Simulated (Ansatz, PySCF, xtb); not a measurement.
Bond stretch in ClMg (cation, charge +1), lowest singlet found (which spin is the ground state isn't settled by this scan).

- RCCSD(T) = CCSD(T) on RHF/cc-pVDZ, frozen core run with Ansatz (an electronic-structure program)
- UCCSD(T) = Ansatz with CCSD(T) on UHF/cc-pVDZ, frozen core
- GFN1-xTB (xtb)
- UKS-LDA (SVWN5)/6-31G* = unrestricted LDA (SVWN5)/6-31G*, spherical d (PySCF)

Energies are in mEh, each relative to the lowest point of its own curve between 1.76 and 2.60 Å, where full CI is lowest.

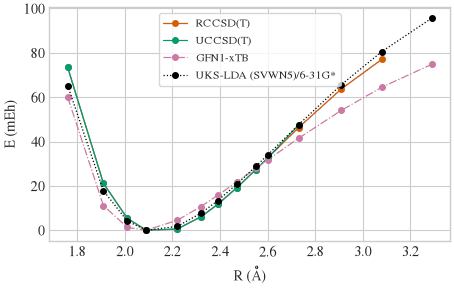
Fig. 1. Energy against bond length for each method.

```json
[
 {"R / Å": "1.76", "RCCSD(T)": "73.4", "UCCSD(T)": "73.4", "GFN1-xTB": "60.0", "UKS-LDA (SVWN5)/6-31G*": "65.2"},
 {"R / Å": "1.91", "RCCSD(T)": "21.2", "UCCSD(T)": "21.2", "GFN1-xTB": "11.1", "UKS-LDA (SVWN5)/6-31G*": "17.8"},
 {"R / Å": "2.01", "RCCSD(T)": "5.4", "UCCSD(T)": "5.4", "GFN1-xTB": "1.3", "UKS-LDA (SVWN5)/6-31G*": "4.2"},
 {"R / Å": "2.09", "RCCSD(T)": "0.0", "UCCSD(T)": "0.0", "GFN1-xTB": "0.0", "UKS-LDA (SVWN5)/6-31G*": "0.0"},
 {"R / Å": "2.22", "RCCSD(T)": "0.5", "UCCSD(T)": "0.5", "GFN1-xTB": "4.5", "UKS-LDA (SVWN5)/6-31G*": "1.7"},
 {"R / Å": "2.32", "RCCSD(T)": "6.1", "UCCSD(T)": "6.1", "GFN1-xTB": "10.7", "UKS-LDA (SVWN5)/6-31G*": "7.7"},
 {"R / Å": "2.39", "RCCSD(T)": "11.7", "UCCSD(T)": "11.7", "GFN1-xTB": "15.7", "UKS-LDA (SVWN5)/6-31G*": "13.3"},
 {"R / Å": "2.47", "RCCSD(T)": "19.1", "UCCSD(T)": "19.1", "GFN1-xTB": "21.8", "UKS-LDA (SVWN5)/6-31G*": "20.7"},
 {"R / Å": "2.55", "RCCSD(T)": "27.3", "UCCSD(T)": "27.3", "GFN1-xTB": "27.9", "UKS-LDA (SVWN5)/6-31G*": "28.8"},
 {"R / Å": "2.60", "RCCSD(T)": "32.6", "UCCSD(T)": "32.6", "GFN1-xTB": "31.7", "UKS-LDA (SVWN5)/6-31G*": "33.9"},
 {"R / Å": "2.73", "RCCSD(T)": "46.3", "UCCSD(T)": "47.5", "GFN1-xTB": "41.5", "UKS-LDA (SVWN5)/6-31G*": "47.6"},
 {"R / Å": "2.91", "RCCSD(T)": "63.7", "UCCSD(T)": "—", "GFN1-xTB": "54.1", "UKS-LDA (SVWN5)/6-31G*": "65.7"},
 {"R / Å": "3.08", "RCCSD(T)": "77.1", "UCCSD(T)": "—", "GFN1-xTB": "64.5", "UKS-LDA (SVWN5)/6-31G*": "80.6"},
 {"R / Å": "3.29", "RCCSD(T)": "—", "UCCSD(T)": "—", "GFN1-xTB": "74.8", "UKS-LDA (SVWN5)/6-31G*": "95.7"}
]
```

At the longest distance, 3.29 Å, UKS-LDA (SVWN5)/6-31G* lies highest above its minimum (95.7 mEh) and GFN1-xTB lowest (74.8 mEh).

A dash means that the run gave no value there, or that the column was ended at a point which the program doubted or which failed a test of continuity chosen for this set; such a test can also cut sound points.

The scan ran from 1.76 to 8.28 Å; beyond the distances shown full CI changes its symmetry label. The T1 diagnostic of CCSD on the restricted reference of RCCSD(T) exceeds 0.045 at 3.29 Å. The unrestricted solution behind UCCSD(T) changes between 2.73 and 2.91 Å, which can leave a kink. The unrestricted determinant behind UCCSD(T) is spin-contaminated at 2.73 to 3.29 Å (<S²> up to 1.0, against 0.00 for a pure singlet). The unrestricted determinant behind UKS-LDA (SVWN5)/6-31G* is spin-contaminated at 2.91 to 3.29 Å (<S²> up to 0.4, against 0.00 for a pure singlet).
